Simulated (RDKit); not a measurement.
Single-point calculation of Si2H5O (charge −1)

- system: Si2H5O, charge −1, SMILES [SiH2-]O[SiH3]
- method: UFF (RDKit 2026.09.1)

The geometry comes from this level: GFN2-xTB.

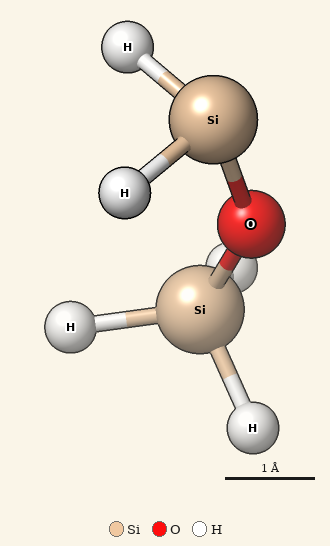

The input geometry (ball-and-stick view, seen at an oblique angle). Bond lengths as drawn: H–Si 1.48 to 1.51 Å and O–Si 1.56 to 1.77 Å.

Summary

- outcome: converged
- total energy: 0.088294 hartree
- largest force: 8.325 eV/Å
- hardware: 1 thread of Arm Neoverse V2, 24 GiB of memory available, shared host
- peak memory: 0.073 GiB

Input file (job.py)
```python
# UFF energy with RDKit
import json
import numpy as np
from rdkit import Chem
from rdkit.Chem import AllChem

molecule = Chem.MolFromMolFile("mol.sdf", removeHs=False)
symbols = [a.GetSymbol() for a in molecule.GetAtoms()]
start = molecule.GetConformer().GetPositions().copy()

ff = AllChem.UFFGetMoleculeForceField(molecule)
e = ff.CalcEnergy()
g = np.array(ff.CalcGrad()).reshape(-1, 3)
print(f"UFF energy {e:.5f} kcal/mol, gradient norm {np.linalg.norm(g):.4f} kcal/mol/angstrom")
json.dump(dict(symbols=symbols, start=start.tolist(), energy=e, gradient=g.tolist()), open("results.json", "w"))
```

File mol.sdf
```

     RDKit          3D

  8  7  0  0  0  0  0  0  0  0999 V2000
   -1.5946    0.6868   -1.0421 Si  0  0  0  0  0  3  0  0  0  0  0  0
   -0.6729   -0.4552   -0.0596 O   0  0  0  0  0  0  0  0  0  0  0  0
    0.6899   -0.6844    0.6595 Si  0  0  0  0  0  4  0  0  0  0  0  0
   -0.5654    0.9286   -2.1160 H   0  0  0  0  0  0  0  0  0  0  0  0
   -1.3466    1.9324   -0.2310 H   0  0  0  0  0  0  0  0  0  0  0  0
    1.2233   -2.0097    0.2618 H   0  0  0  0  0  0  0  0  0  0  0  0
    0.4962   -0.6912    2.1317 H   0  0  0  0  0  0  0  0  0  0  0  0
    1.7700    0.2927    0.3957 H   0  0  0  0  0  0  0  0  0  0  0  0
  2  1  1  0
  3  2  1  0
  4  1  1  0
  5  1  1  0
  6  3  1  0
  7  3  1  0
  8  3  1  0
M  CHG  1   1  -1
M  END
$$$$
```

Launched with:
```bash
python job.py
```

The program's output
```
[19:47:50] UFFTYPER: Unrecognized charge state for atom: 0
UFF energy 55.40514 kcal/mol, gradient norm 255.8933 kcal/mol/angstrom
```
